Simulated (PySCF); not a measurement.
```yaml
atoms:
  - { symbol: C, position_ang: [-0.3620, -0.8996, 1.1248] }
  - { symbol: C, position_ang: [0.2078, -0.1101, -0.0574] }
  - { symbol: C, position_ang: [1.3580, -0.8951, -0.6922] }
  - { symbol: C, position_ang: [0.7230, 1.2579, 0.4218] }
  - { symbol: N, position_ang: [-0.8256, -0.0030, -1.0962] }
  - { symbol: N, position_ang: [-2.0650, 0.5822, -0.7495] }
  - { symbol: H, position_ang: [0.4321, -1.1518, 1.8221] }
  - { symbol: H, position_ang: [-1.1111, -0.3196, 1.6608] }
  - { symbol: H, position_ang: [-0.8194, -1.8188, 0.7670] }
  - { symbol: H, position_ang: [1.7738, -0.3484, -1.5357] }
  - { symbol: H, position_ang: [0.9948, -1.8539, -1.0514] }
  - { symbol: H, position_ang: [2.1487, -1.0638, 0.0341] }
  - { symbol: H, position_ang: [1.4896, 1.1250, 1.1806] }
  - { symbol: H, position_ang: [-0.0804, 1.8515, 0.8567] }
  - { symbol: H, position_ang: [1.1511, 1.8156, -0.4099] }
  - { symbol: H, position_ang: [-0.4569, 0.5174, -1.8886] }
  - { symbol: H, position_ang: [-1.9623, 1.4214, -0.1731] }
  - { symbol: H, position_ang: [-2.6050, -0.1006, -0.2256] }
```

Geometry: GFN2-xTB.

Computed with PySCF, CAM-B3LYP/def2-SVPD, SCF density, gas phase.

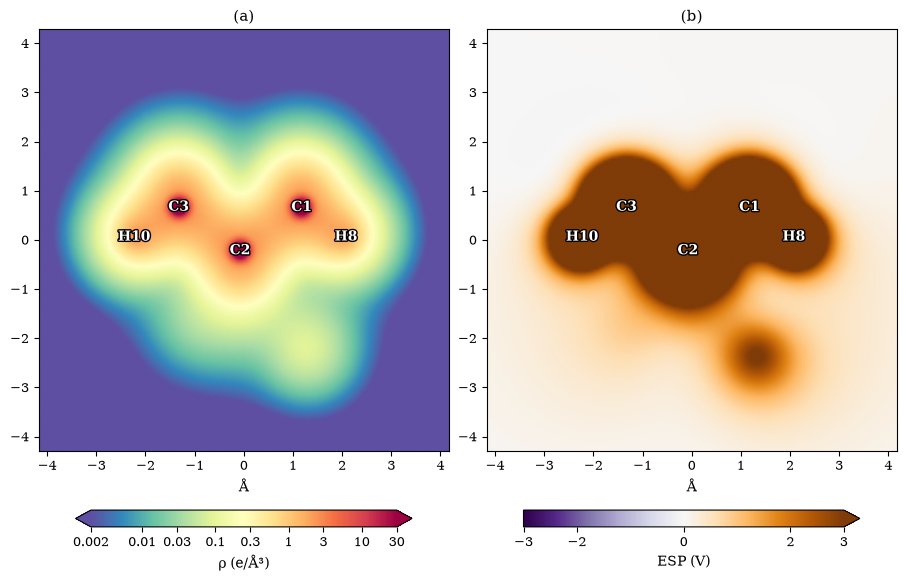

C4H12N2 (tert-butylhydrazine). (a) electron density; (b) electrostatic potential on the plane of atoms C1, C2 and C3.

Read the bonding off the picture.

The section cuts through C and H sites. C–C (1.53 Å): ρ is about 1.7 e/Å³ halfway. C–H (1.09 Å): ρ at the midpoint is about 1.9 e/Å³. The potential has no marked negative region in this plane.
